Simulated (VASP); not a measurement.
Band structure of GeP$_{3}$ (space group R-3m). Method: LDA (Ceperley-Alder, Perdew-Zunger), VASP's LDA PAW potentials (set 64) (plane waves; VASP).

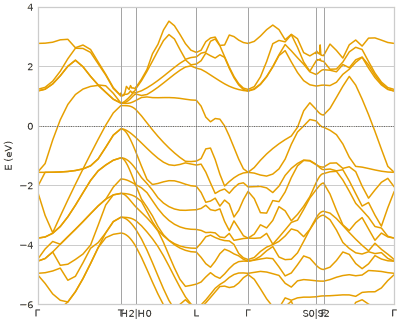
Figure: Bands along high-symmetry lines, zero at the valence-band maximum or, without a gap, the Fermi level

Q: Read the plot: is there a gap, and where are the band edges?

A: It has no gap at this level: it comes out as a metal or semimetal. (Edges off the drawn lines would not show.)

The structure comes from a computed database's GeP3 entry (R-3m); how it stands against other phases isn't given here. It was relaxed first, which changed the volume by -9 %.
